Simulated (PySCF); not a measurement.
Vertical excitations of a molecule CH8GeOSi from PySCF 2.14.0 with TDA-PBE/def2-SVPD, as energy in eV (oscillator strength): 5.34 (0.004), 5.70 (0.043), 5.78 (0.002), 5.90 (0.074), 6.17 (0.062), 6.67 (0.029), 6.73 (0.072), 6.85 (0.002), 6.93 (0.020), 6.99 (0.114). Lowest triplet (TDA): 5.10 eV. The structure is a stationary point at PBE0-D3(BJ)/def2-SVP. Other conformers were not sampled.

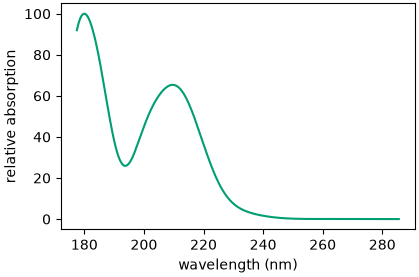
The lines broadened by 0.4 eV.

Task: Identify the compound among the candidates.
A. C[O][GeH2][SiH3]
B. [OH][GeH2][CH2][SiH3]
C. O[CH2][GeH2][SiH3]
D. O[SiH2][CH2][GeH3]

Result: C, O[CH2][GeH2][SiH3]
